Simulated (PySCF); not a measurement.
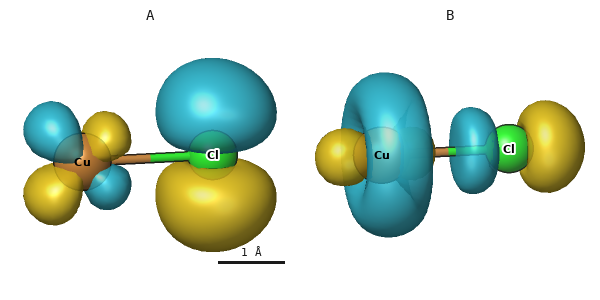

The picture shows: CuCl. Two frontier orbitals, each drawn at the value that holds 80 % of its norm (yellow and cyan are the two phases), in no order; of a degenerate pair one member is drawn.

All numbers below come from PySCF, PBE0/cc-pVDZ(-PP), non-relativistic Hamiltonian with scalar-relativistic core potentials where named, at a bond length of 2.058 Å.

Question: Label each orbital by symmetry, say whether it is occupied, and order them by energy.

Answer: Orbital B: σ, occupied, −7.49 eV; mainly on Cu (80 %).
Orbital A: π, occupied, −7.30 eV; shared between the atoms (Cu 40 %, Cl 60 %).
